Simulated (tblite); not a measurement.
# Run report: CH7OPSi2, geometry relaxation (part 2 of 2)

CH7OPSi2, multiplicity 3; GFN2-xTB geometry optimisation, gas phase (tblite 0.8.0). 

Geometry of the input (Å):
```
C  1.0538  0.7734  0.9514
O  0.6076  1.9722  0.3899
Si -0.2584  2.1524  -1.1172
P  1.3346  -0.8470  1.6432
Si 0.6112  -2.5285  0.5059
H  -0.0847  3.4532  -1.6537
H  -1.6472  1.8865  -0.9379
H  0.2432  1.1831  -2.0528
H  1.2031  -0.9429  3.0279
H  1.2995  -3.7160  0.8789
H  -0.7953  -2.7081  0.7231
H  0.8307  -2.3007  -0.8874
```

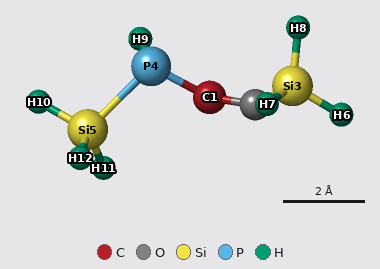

Fig. 1: The geometry at step 152 of the log (ball-and-stick view, seen at a tilt; atoms are numbered from 1 in the order of the input).

Trajectory as extended XYZ, continued
```
12
Properties=species:S:1:pos:R:3:forces:R:3 step=88 energy=-426.46366
C     0.4468    0.6239    1.1130    0.0160  -0.0390   0.0060
O     0.3184    1.6338    0.3249    0.0190  -0.0290  -0.0130
Si   -0.2146    2.1110   -1.1426   -0.0180   0.0180  -0.0180
P     1.6354   -0.6058    1.2553   -0.0200   0.0020   0.0150
Si    0.5925   -2.5157    0.5765    0.0000   0.0210  -0.0170
H     0.1339    3.5234   -1.0759   -0.0070  -0.0130   0.0150
H    -1.6533    1.8626   -1.2408    0.0050  -0.0010  -0.0100
H     0.4974    1.3524   -2.1694    0.0050   0.0060   0.0020
H     1.4638   -0.8716    2.6143    0.0260   0.0040   0.0250
H     1.3349   -3.6729    1.0789   -0.0160   0.0450   0.0130
H    -0.8015   -2.5722    1.0232    0.0130  -0.0150  -0.0090
H     0.6443   -2.4912   -0.8862   -0.0220   0.0010  -0.0070
12
Properties=species:S:1:pos:R:3:forces:R:3 step=96 energy=-426.46794
C     0.4240    0.5792    1.0620    0.0210   0.0140  -0.0740
O     0.2775    1.5970    0.2882    0.0260  -0.0440   0.0720
Si   -0.2027    2.1694   -1.1592   -0.0190  -0.0410  -0.0050
P     1.6358   -0.6322    1.1850   -0.0300   0.0620   0.0890
Si    0.5742   -2.5566    0.6208   -0.0420  -0.0280  -0.0270
H     0.0467    3.5883   -0.9469   -0.0210  -0.0010  -0.0070
H    -1.6117    1.8329   -1.3741    0.0120   0.0230  -0.0020
H     0.6179    1.5491   -2.1971    0.0160   0.0100  -0.0060
H     1.5393   -0.8588    2.5630    0.0340   0.0040  -0.0380
H     1.3541   -3.6802    1.1356    0.0130  -0.0030   0.0040
H    -0.7943   -2.6257    1.1354   -0.0140   0.0050   0.0150
H     0.5372   -2.5849   -0.8414    0.0040  -0.0010  -0.0210
12
Properties=species:S:1:pos:R:3:forces:R:3 step=104 energy=-426.47029
C     0.4059    0.5389    1.0092    0.0070   0.0190  -0.0200
O     0.2572    1.5751    0.2637   -0.0030  -0.0020   0.0190
Si   -0.1906    2.2075   -1.1674   -0.0030   0.0110  -0.0330
P     1.6340   -0.6526    1.1346   -0.0240  -0.0180   0.0300
Si    0.5542   -2.5942    0.6574   -0.0110  -0.0080  -0.0250
H    -0.0436    3.6236   -0.8591   -0.0100  -0.0040  -0.0010
H    -1.5674    1.8183   -1.4773    0.0050  -0.0050   0.0040
H     0.7138    1.7151   -2.2054    0.0040  -0.0030   0.0210
H     1.5965   -0.8400    2.5217    0.0150  -0.0130  -0.0170
H     1.3696   -3.6967    1.1672   -0.0120   0.0090  -0.0050
H    -0.7934   -2.6609    1.2305    0.0300   0.0110  -0.0030
H     0.4620   -2.6566   -0.8038    0.0010   0.0020   0.0310
12
Properties=species:S:1:pos:R:3:forces:R:3 step=112 energy=-426.47345
C     0.3387    0.5009    0.9629    0.0120  -0.0510   0.0250
O     0.1209    1.5622    0.2765   -0.0260   0.0430  -0.0660
Si   -0.1660    2.2708   -1.1621    0.0370   0.0300   0.0070
P     1.5924   -0.6723    0.9821    0.0240   0.0600  -0.0230
Si    0.5283   -2.6521    0.7008   -0.0050  -0.0070  -0.0040
H    -0.1586    3.6685   -0.7442    0.0100  -0.0390  -0.0140
H    -1.4709    1.8463   -1.6752    0.0250  -0.0350   0.0060
H     0.8970    1.8989   -2.0988   -0.0480   0.0150   0.0550
H     1.7400   -0.8197    2.3678    0.0000  -0.0130  -0.0020
H     1.4043   -3.6962    1.2284    0.0040  -0.0170   0.0170
H    -0.7706   -2.6940    1.3713   -0.0270  -0.0060   0.0190
H     0.3427   -2.8357   -0.7381   -0.0050   0.0210  -0.0210
12
Properties=species:S:1:pos:R:3:forces:R:3 step=120 energy=-426.48612
C     0.2445    0.4529    0.9041   -0.0290   0.0550  -0.0350
O    -0.1888    1.4705    0.2499    0.0780  -0.0430   0.0080
Si   -0.1200    2.3551   -1.1199   -0.0380  -0.0460  -0.0190
P     1.5052   -0.6881    0.6895   -0.0340  -0.0350   0.0730
Si    0.4857   -2.7222    0.7676    0.0330   0.0270  -0.0080
H    -0.3400    3.7012   -0.5910   -0.0100  -0.1200  -0.0530
H    -1.2150    1.8489   -1.9668    0.1400   0.0840   0.0690
H     1.1797    2.1818   -1.7772   -0.1060   0.0160   0.0510
H     1.9779   -0.7622    2.0152   -0.0260   0.0170  -0.0970
H     1.4467   -3.6772    1.3253   -0.0270   0.0190  -0.0280
H    -0.7268   -2.7039    1.5880    0.0070   0.0040  -0.0060
H     0.1488   -3.0791   -0.6134    0.0110   0.0220   0.0470
12
Properties=species:S:1:pos:R:3:forces:R:3 step=128 energy=-426.49477
C     0.1980    0.4225    0.8804   -0.0090   0.0290  -0.0510
O    -0.2603    1.4411    0.2439    0.0350  -0.0130   0.0390
Si   -0.0949    2.3663   -1.0902   -0.0130   0.0250   0.0080
P     1.4486   -0.7114    0.5810    0.0120   0.0280  -0.0250
Si    0.4633   -2.7396    0.7996    0.0270   0.0300  -0.0160
H    -0.4807    3.6680   -0.5599    0.0190  -0.0270   0.0000
H    -1.0423    1.8506   -2.0792    0.0010  -0.0360  -0.0230
H     1.2740    2.2895   -1.5975   -0.0200   0.0190   0.0210
H     2.0699   -0.7283    1.8401   -0.0180  -0.0230   0.0130
H     1.4628   -3.6610    1.3431   -0.0330  -0.0050  -0.0090
H    -0.7148   -2.6824    1.6647    0.0010  -0.0200   0.0170
H     0.0744   -3.1379   -0.5547   -0.0020  -0.0060   0.0260
12
Properties=species:S:1:pos:R:3:forces:R:3 step=136 energy=-426.50514
C     0.1838    0.3845    0.8088    0.0040   0.0610  -0.0230
O    -0.2387    1.4585    0.2444    0.0110  -0.0440  -0.0100
Si   -0.0792    2.3994   -1.0823    0.0450   0.0230   0.0010
P     1.4231   -0.7526    0.4750    0.0090   0.0250   0.0570
Si    0.4332   -2.7503    0.8411    0.0060  -0.0400  -0.0490
H    -0.7012    3.6082   -0.5604    0.0030  -0.0290  -0.0300
H    -0.8034    1.7725   -2.1918    0.0060  -0.0070   0.0270
H     1.3354    2.5403   -1.4396   -0.0610   0.0000   0.0320
H     2.1119   -0.7461    1.7044   -0.0010  -0.0060  -0.0210
H     1.4555   -3.6654    1.3525   -0.0060   0.0030  -0.0200
H    -0.6778   -2.6802    1.7905   -0.0040   0.0240  -0.0010
H    -0.0446   -3.1912   -0.4714   -0.0110  -0.0100   0.0370
12
Properties=species:S:1:pos:R:3:forces:R:3 step=144 energy=-426.51152
C     0.1801    0.3701    0.7906    0.0050   0.0460   0.0160
O    -0.2734    1.4391    0.2427   -0.0220   0.0080  -0.0090
Si   -0.0589    2.4021   -1.0617    0.0320   0.0160  -0.0010
P     1.3989   -0.7666    0.3917    0.0300  -0.0280   0.0120
Si    0.4136   -2.7478    0.8499    0.0820  -0.0260  -0.0170
H    -0.8742    3.5274   -0.6355   -0.0080  -0.0030   0.0070
H    -0.5700    1.6969   -2.2389    0.0210  -0.0030  -0.0120
H     1.3645    2.7064   -1.2291   -0.0490  -0.0080  -0.0080
H     2.1578   -0.7557    1.5770    0.0180   0.0000   0.0110
H     1.4436   -3.6711    1.3334   -0.0150   0.0160  -0.0330
H    -0.6276   -2.6040    1.8610   -0.0720   0.0040   0.0580
H    -0.1563   -3.2192   -0.4098   -0.0220  -0.0210  -0.0250
12
Properties=species:S:1:pos:R:3:forces:R:3 step=152 energy=-426.51902
C     0.2916    0.4118    0.8196   -0.0070   0.0560  -0.0360
O    -0.2184    1.4290    0.2250   -0.0210  -0.0020  -0.0030
Si   -0.0594    2.4023   -1.0809   -0.0200   0.0150   0.0220
P     1.4398   -0.7907    0.4019   -0.0060  -0.0120   0.0480
Si    0.3795   -2.7403    0.8659   -0.0170   0.0190   0.0180
H    -1.0858    3.3848   -0.7551    0.0510  -0.0660   0.0070
H    -0.3434    1.6077   -2.2791    0.0270   0.0130   0.0220
H     1.2988    2.9471   -1.1380   -0.0270  -0.0120  -0.0210
H     2.2018   -0.8089    1.5846   -0.0100   0.0030  -0.0290
H     1.4007   -3.7050    1.2720    0.0000  -0.0210   0.0000
H    -0.6258   -2.5886    1.9190    0.0260   0.0080   0.0210
H    -0.2813   -3.1715   -0.3637    0.0040  -0.0020  -0.0490
12
Properties=species:S:1:pos:R:3:forces:R:3 step=160 energy=-426.52152
C     0.3198    0.4299    0.8324   -0.0060   0.0170  -0.0250
O    -0.2148    1.4234    0.2200    0.0140  -0.0180   0.0150
Si   -0.0613    2.3953   -1.0870    0.0140  -0.0050   0.0010
P     1.4476   -0.7922    0.4134   -0.0010   0.0120   0.0160
Si    0.3686   -2.7344    0.8693    0.0030  -0.0050  -0.0060
H    -1.1327    3.3287   -0.7773    0.0040  -0.0120  -0.0050
H    -0.2701    1.5811   -2.2852   -0.0120  -0.0070  -0.0020
H     1.2700    3.0011   -1.1373   -0.0020  -0.0010   0.0130
H     2.2072   -0.8179    1.5942   -0.0030   0.0100  -0.0100
H     1.3720   -3.7310    1.2458   -0.0010   0.0040  -0.0030
H    -0.6049   -2.5709    1.9500   -0.0010  -0.0080  -0.0060
H    -0.3032   -3.1354   -0.3672   -0.0100   0.0130   0.0100
12
Properties=species:S:1:pos:R:3:forces:R:3 step=168 energy=-426.52241
C     0.3519    0.4416    0.8481    0.0040  -0.0010  -0.0080
O    -0.2001    1.4170    0.2235   -0.0070  -0.0030   0.0050
Si   -0.0584    2.3769   -1.0935   -0.0060   0.0090   0.0030
P     1.4686   -0.7892    0.4262    0.0040  -0.0050  -0.0020
Si    0.3594   -2.7190    0.8675   -0.0060  -0.0020  -0.0010
H    -1.2027    3.2384   -0.8415    0.0020  -0.0050  -0.0030
H    -0.1679    1.5349   -2.2858    0.0050   0.0000   0.0060
H     1.2266    3.0768   -1.0911    0.0060  -0.0100  -0.0040
H     2.2268   -0.8224    1.6058   -0.0040   0.0050   0.0030
H     1.3361   -3.7540    1.2075    0.0080   0.0090  -0.0090
H    -0.5918   -2.5517    1.9669   -0.0050  -0.0050   0.0060
H    -0.3506   -3.0719   -0.3622   -0.0020   0.0070   0.0030
12
Properties=species:S:1:pos:R:3:forces:R:3 step=176 energy=-426.52268
C     0.3564    0.4439    0.8507   -0.0060   0.0050   0.0020
O    -0.2023    1.4170    0.2280   -0.0010  -0.0030   0.0010
Si   -0.0573    2.3729   -1.0920    0.0060  -0.0110  -0.0010
P     1.4709   -0.7874    0.4268    0.0010  -0.0010   0.0080
Si    0.3554   -2.7138    0.8674   -0.0070   0.0060  -0.0030
H    -1.2163    3.2179   -0.8572   -0.0020   0.0110   0.0010
H    -0.1415    1.5232   -2.2802   -0.0020  -0.0060  -0.0070
H     1.2227    3.0813   -1.0819    0.0040   0.0040   0.0020
H     2.2287   -0.8194    1.6067   -0.0030  -0.0010  -0.0010
H     1.3342   -3.7509    1.1928    0.0080  -0.0010  -0.0050
H    -0.5915   -2.5543    1.9723    0.0060  -0.0030  -0.0010
H    -0.3614   -3.0530   -0.3621   -0.0040   0.0010   0.0030
12
Properties=species:S:1:pos:R:3:forces:R:3 step=184 energy=-426.52311
C     0.3351    0.4441    0.8565   -0.0040   0.0220  -0.0040
O    -0.2148    1.4242    0.2358    0.0010  -0.0110   0.0060
Si   -0.0522    2.3667   -1.0919   -0.0060   0.0170  -0.0030
P     1.4591   -0.7777    0.4305   -0.0170  -0.0170  -0.0030
Si    0.3541   -2.7114    0.8646    0.0050   0.0110  -0.0100
H    -1.1993    3.2324   -0.8680    0.0070  -0.0140  -0.0060
H    -0.1358    1.5060   -2.2728   -0.0080   0.0030   0.0010
H     1.2339    3.0644   -1.0804    0.0090  -0.0040   0.0020
H     2.2190   -0.8124    1.6085    0.0000   0.0020   0.0130
H     1.3513   -3.7374    1.1666    0.0080  -0.0160   0.0030
H    -0.5809   -2.5726    1.9826    0.0100  -0.0010  -0.0080
H    -0.3714   -3.0490   -0.3606   -0.0040   0.0080   0.0090
12
Properties=species:S:1:pos:R:3:forces:R:3 step=192 energy=-426.52375
C     0.3210    0.4611    0.8723   -0.0100   0.0040  -0.0010
O    -0.2229    1.4411    0.2456    0.0020  -0.0070  -0.0100
Si   -0.0437    2.3593   -1.0981    0.0070   0.0060   0.0030
P     1.4442   -0.7633    0.4512    0.0180   0.0040   0.0110
Si    0.3573   -2.7114    0.8602   -0.0060   0.0030  -0.0120
H    -1.1882    3.2331   -0.9003   -0.0060   0.0020   0.0020
H    -0.1281    1.4764   -2.2624    0.0030   0.0070  -0.0010
H     1.2476    3.0492   -1.0878   -0.0080  -0.0150  -0.0010
H     2.1927   -0.8004    1.6367    0.0010  -0.0030  -0.0010
H     1.3670   -3.7402    1.1098   -0.0020  -0.0010   0.0030
H    -0.5543   -2.6083    2.0009    0.0060  -0.0040   0.0000
H    -0.3946   -3.0189   -0.3569   -0.0040   0.0040   0.0070
12
Properties=species:S:1:pos:R:3:forces:R:3 step=200 energy=-426.52494
C     0.2915    0.4590    0.8811   -0.0010   0.0050  -0.0090
O    -0.2427    1.4283    0.2303    0.0030   0.0050  -0.0070
Si   -0.0429    2.3405   -1.1142   -0.0010  -0.0050  -0.0020
P     1.4607   -0.7396    0.5118    0.0030   0.0060  -0.0070
Si    0.3745   -2.7007    0.8522   -0.0070  -0.0060   0.0020
H    -1.1608    3.2484   -0.9146    0.0030  -0.0070   0.0030
H    -0.1570    1.4607   -2.2791   -0.0040   0.0010   0.0030
H     1.2698    2.9869   -1.1161    0.0000   0.0000   0.0080
H     2.1511   -0.7677    1.7314   -0.0010  -0.0080   0.0070
H     1.3786   -3.7528    1.0151   -0.0050   0.0100  -0.0030
H    -0.5001   -2.6546    2.0251    0.0050   0.0000   0.0040
H    -0.4247   -2.9310   -0.3516    0.0050  -0.0010   0.0000
12
Properties=species:S:1:pos:R:3:forces:R:3 step=202 energy=-426.52510
C     0.2864    0.4566    0.8743    0.0000   0.0000   0.0000
O    -0.2453    1.4258    0.2217    0.0000   0.0000  -0.0010
Si   -0.0404    2.3433   -1.1179    0.0010   0.0000   0.0000
P     1.4594   -0.7405    0.5129    0.0000   0.0000   0.0010
Si    0.3742   -2.7022    0.8545   -0.0010  -0.0010   0.0010
H    -1.1598    3.2487   -0.9172    0.0000   0.0000   0.0000
H    -0.1516    1.4693   -2.2871    0.0000   0.0000   0.0000
H     1.2722    2.9898   -1.1078   -0.0010   0.0000   0.0000
H     2.1409   -0.7697    1.7381    0.0000   0.0000  -0.0010
H     1.3834   -3.7512    1.0013   -0.0010   0.0010  -0.0010
H    -0.4841   -2.6620    2.0398    0.0020   0.0000  -0.0020
H    -0.4370   -2.9303   -0.3414    0.0000   0.0000   0.0010
```

Key numbers

- outcome: converged
- total energy: −426.5251 eV
- hardware: 1 CPU thread, shared host
- wall time: 6.7 s
- peak memory: 0.18 GiB
